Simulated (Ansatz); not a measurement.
A hypothetical phase is included: elements placed on a structure type, which no database files for this compound.

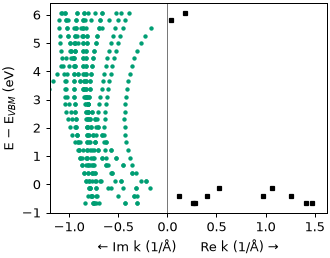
Figure. Complex bands at the centre of the two-dimensional zone; r2SCAN in Ansatz (a first-principles code)

No gap correction and no spin-orbit coupling; mid-gap is the computed energy nearest the middle.

**Question.** This is SiO₂ (P4_2/nmc, 6 atoms a cell, 10.9 Å³ an atom, -4 GPa at this level) along the normal of (110). Read off the slowest decay at the centre of the two-dimensional zone at 2.83 eV, the computed energy nearest the middle of the gap.

**Answer.** κ ≈ 0.43 1/Å, a decay length 1/(2κ) of the density of 1.2 Å.
